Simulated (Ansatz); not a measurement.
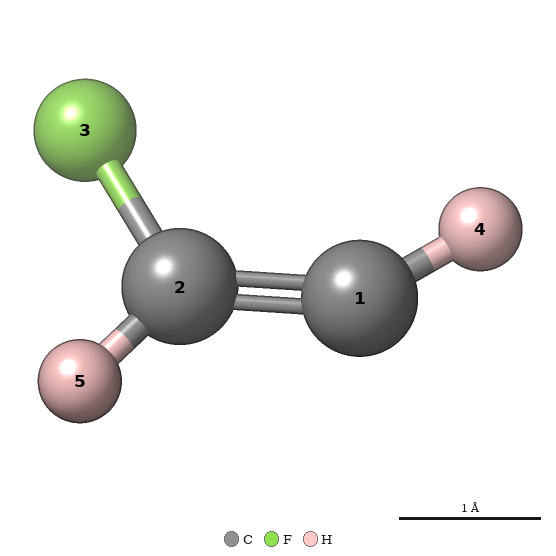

Simulated data, not a measurement (program: Ansatz).

Orthographic view. Distant atoms are faded towards the background colour. The species is neutral and a spin doublet. Geometry: atoms displaced at random (about 0.04 Å) from a stationary point of PBE0-D4.

Write a Z-matrix (Å, degrees) in the order of the atom numbers, with these reference atoms: 2 to 1; 3 to 2, 1; 4 to 1, 2, 3; 5 to 2, 1, 4.

```
C  
C    1   1.288
F    2   1.439   1   123.6
H    1   1.008   2   143.4   3     2.6
H    2   1.004   1   130.2   4   175.7
```
